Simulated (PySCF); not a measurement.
# InSi (quartet): changing the method

Aim: see what other levels and later steps give for InSi (quartet).

Program: PySCF 2.14.0. Level of theory: each script names its method and basis. These are calculated values, not measurements.

2 further runs of the same task are left out: 1 for a known fault of the program, 1 that didn't finish.

## Step 1: The starting structure

InSi (quartet): 2 atoms, charge 0, spin multiplicity 4.

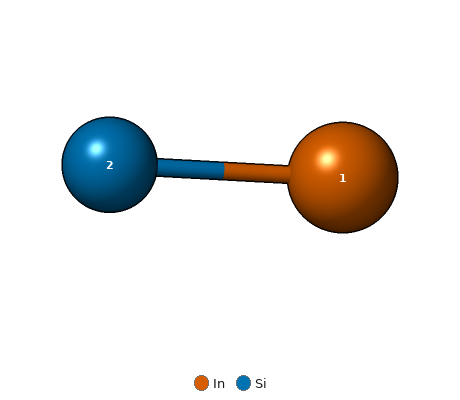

Start geometry, drawn with indium orange, silicon blue; atoms are numbered from 1 in the order of the file.

## Step 2: The base run

input.py reads:

```python
from pyscf import gto, dft

mol = gto.M(
    atom='In 0 0 0; Si 0 0 2.505',
    basis='def2-svpd',
    ecp={'In': 'def2-svpd'},
    charge=0,
    spin=3,
    verbose=3,
)
mf = dft.UKS(mol, xc='mn15')
mf.kernel()
mf.mulliken_pop()
mf.dip_moment()
print('orbital energies (hartree):', [e[max(0, n-3):n+3].round(4) for e, n in zip(mf.mo_energy, mol.nelec)])
```

The run is started by

```bash
$ python input.py
```

Its log is not repeated here.

Base result: E(SCF) = -478.918593 Eh, ⟨S²⟩ = 3.753, μ = 1.22 D.

The bond length is a typed value, not an optimised one. The quartet is typed in the script; nothing here shows that it is the ground state.

## Step 3: Hse06

Edit 1 changes functional: mn15 → hse06.

input.py reads:

```python
from pyscf import gto, dft

mol = gto.M(
    atom='In 0 0 0; Si 0 0 2.505',
    basis='def2-svpd',
    ecp={'In': 'def2-svpd'},
    charge=0,
    spin=3,
    verbose=3,
)
mf = dft.UKS(mol, xc='hse06')
mf.kernel()
mf.mulliken_pop()
mf.dip_moment()
print('orbital energies (hartree):', [e[max(0, n-3):n+3].round(4) for e, n in zip(mf.mo_energy, mol.nelec)])
```

The run is started by

```bash
$ python input.py
```

## Step 4: Pbesol

Edit 2 changes functional: mn15 → pbesol.

Changes to input.py since step 2:

```diff
@@ -10,3 +10,3 @@
 )
-mf = dft.UKS(mol, xc='mn15')
+mf = dft.UKS(mol, xc='pbesol')
 mf.kernel()
```

## Step 5: MP2 (UHF)

Edit 3 changes step after the SCF: analyze → mp2; SCF type: UKS → UHF; functional: mn15 → none (Hartree–Fock); frozen orbitals: none → 9.

Changes to input.py since step 2:

```diff
@@ -1,2 +1,2 @@
-from pyscf import gto, dft
+from pyscf import gto, scf, mp
 
@@ -10,5 +10,5 @@
 )
-mf = dft.UKS(mol, xc='mn15')
+mf = scf.UHF(mol)
 mf.kernel()
-mf.mulliken_pop()
+mp.MP2(mf, frozen=9).kernel()
 mf.dip_moment()
```

## Step 6: B3lyp5

Edit 4 changes functional: mn15 → b3lyp5.

Changes to input.py since step 2:

```diff
@@ -10,3 +10,3 @@
 )
-mf = dft.UKS(mol, xc='mn15')
+mf = dft.UKS(mol, xc='b3lyp5')
 mf.kernel()
```

What does the calculation give? Wanted: for each run, E(SCF); from base; SCF dipole; after the SCF.

As calculated:

```csv
run,E(SCF) (hartree),from base (eV),SCF dipole (D),after the SCF
base,-478.918593,0,1.22,n/a
hse06,-479.362164,not comparable,1.69,n/a
pbesol,-478.571001,not comparable,1.45,n/a
MP2 (UHF),-478.009347,not comparable,2.03,"MP2 correlation -3.408 eV, core frozen"
b3lyp5,-479.420597,not comparable,1.56,n/a
```

What this shows: Total energies of different functionals can't be compared with each other; differences within one functional can.
